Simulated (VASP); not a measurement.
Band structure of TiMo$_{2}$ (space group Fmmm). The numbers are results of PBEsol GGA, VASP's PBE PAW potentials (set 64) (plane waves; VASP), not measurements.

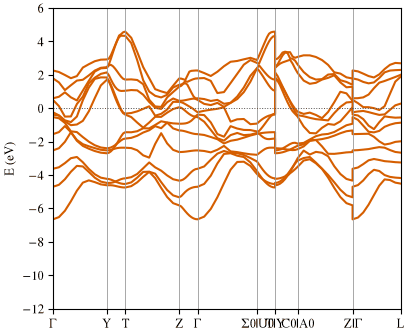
Figure. Bands along high-symmetry lines, zero at the valence-band maximum or, without a gap, the Fermi level

**Question.** Read the plot: is there a gap, and where are the band edges?

**Answer.** It has no gap at this level: it comes out as a metal or semimetal. (Edges off the drawn lines would not show.)

The structure comes from a computed database's TiMo2 entry (Fmmm); how it stands against other phases isn't given here. It was relaxed first.
